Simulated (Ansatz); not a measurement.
**CH₃BO: one structure at several levels**

How do the functionals fare away from a minimum? The structure is a structure displaced at random from a GFN2-xTB minimum.

The runs use Ansatz 0.2.0, Gaussian basis; single points in def2-TZVPP.

Correlated methods freeze the cores. B3LYP uses VWN-RPA correlation.

### 1 The system as given

SMILES `CB=O`, 6 atoms, charge 0, spin multiplicity 1.

Atoms are counted from 1 here; the program's logs count them from 0.

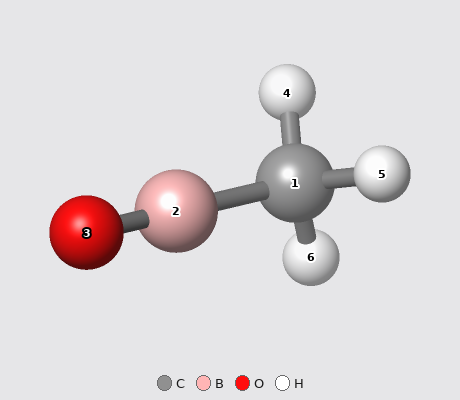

The starting geometry (carbon grey, boron pink, oxygen red, hydrogen white); atoms are numbered from 1 in the order of the file.

As a file:

```mol
CH3BO
  3D, bonds by distance, orders not assigned

  6  5  0  0  0  0  0  0  0  0999 V2000
   -0.3540    0.3094   -0.2141 C   0  0
    0.7056   -0.6210    0.4070 B   0  0
    1.5316   -1.3163    0.8766 O   0  0
   -1.1066    0.6093    0.5181 H   0  0
    0.0682    1.2549   -0.5842 H   0  0
   -0.8470   -0.1739   -1.0416 H   0  0
  1  2  8  0
  1  4  8  0
  1  5  8  0
  1  6  8  0
  2  3  8  0
M  END
```

### 2 CCSD(T)/def2-TZVPP

run/in.yaml

```yaml
crystal:
  periodic: [false, false, false]
  atoms:
    - {symbol: C, position_ang: [-0.354000, 0.309400, -0.214100]}
    - {symbol: B, position_ang: [0.705600, -0.621000, 0.407000]}
    - {symbol: O, position_ang: [1.531600, -1.316300, 0.876600]}
    - {symbol: H, position_ang: [-1.106600, 0.609300, 0.518100]}
    - {symbol: H, position_ang: [0.068200, 1.254900, -0.584200]}
    - {symbol: H, position_ang: [-0.847000, -0.173900, -1.041600]}
basis:
  gaussian: {orbitals: def2-TZVPP}
correlation: {method: ccsd_t}
output: {forces: true}
```

No record of the launch command was kept for these runs.

### 3 PBE0-D4/def2-TZVPP

run/in.yaml, as its differences from that of step 2:

```diff
@@ -11,3 +11,3 @@
   gaussian: {orbitals: def2-TZVPP}
-correlation: {method: ccsd_t}
-output: {forces: true}
+hamiltonian: {xc: pbe0, dispersion: d4}
+output: {forces: true, orbitals: {seedname: orbitals}}
```

### 4 wB97M-V/def2-TZVPP

run/in.yaml, as its differences from that of step 3:

```diff
@@ -11,3 +11,3 @@
   gaussian: {orbitals: def2-TZVPP}
-hamiltonian: {xc: pbe0, dispersion: d4}
-output: {forces: true, orbitals: {seedname: orbitals}}
+hamiltonian: {xc: {name: wB97M-V}}
+output: {forces: true}
```

### 5 r2SCAN-D4/def2-TZVPP

run/in.yaml, as its differences from that of step 4:

```diff
@@ -11,3 +11,3 @@
   gaussian: {orbitals: def2-TZVPP}
-hamiltonian: {xc: {name: wB97M-V}}
+hamiltonian: {xc: r2scan, dispersion: d4}
 output: {forces: true}
```

### 6 PBE-D4/def2-TZVPP

run/in.yaml, as its differences from that of step 5:

```diff
@@ -11,3 +11,3 @@
   gaussian: {orbitals: def2-TZVPP}
-hamiltonian: {xc: r2scan, dispersion: d4}
+hamiltonian: {xc: pbe, dispersion: d4}
 output: {forces: true}
```

### 7 B3LYP-D4/def2-TZVPP

run/in.yaml, as its differences from that of step 6:

```diff
@@ -11,3 +11,3 @@
   gaussian: {orbitals: def2-TZVPP}
-hamiltonian: {xc: pbe, dispersion: d4}
+hamiltonian: {xc: {name: B3LYP}, dispersion: d4}
 output: {forces: true}
```

### 8 CAM-B3LYP-D4/def2-TZVPP

run/in.yaml, as its differences from that of step 7:

```diff
@@ -11,3 +11,3 @@
   gaussian: {orbitals: def2-TZVPP}
-hamiltonian: {xc: {name: B3LYP}, dispersion: d4}
+hamiltonian: {xc: {name: CAM-B3LYP}, dispersion: d4}
 output: {forces: true}
```

(Steps that only read results are left out.)

What does the calculation give? Wanted: energy less free atoms, CCSD(T)/def2-TZVPP; RMS force component; RMS force error; HOMO and LUMO, PBE0-D4; T1 diagnostic.

The runs gave:

| quantity | value |
| --- | --- |
| energy less free atoms, CCSD(T)/def2-TZVPP | -26.150 eV |
| RMS force component | 0.829 to 1.277 eV/Å over the methods |
| RMS force error | PBE0-D4 0.260, wB97M-V 0.248, r2SCAN-D4 0.157, PBE-D4 0.198, B3LYP-D4 0.243, CAM-B3LYP-D4 0.369 eV/Å |
| HOMO and LUMO, PBE0-D4 | -9.90 and 0.40 eV |
| T1 diagnostic | 0.015 |

Against CCSD(T) the functionals' energies less atoms differ by -1.372 to -0.775 eV, PBE-D4 by -1.372 eV. A larger basis would deepen the CCSD(T) value, while the functionals are nearly converged already, so the order here is not reliable. The forces of r2SCAN-D4 come nearest to CCSD(T), those of CAM-B3LYP-D4 are farthest. Frozen-core CCSD(T) forces in triple zeta carry basis errors of their own, and this is one geometry, so small gaps rank nothing.
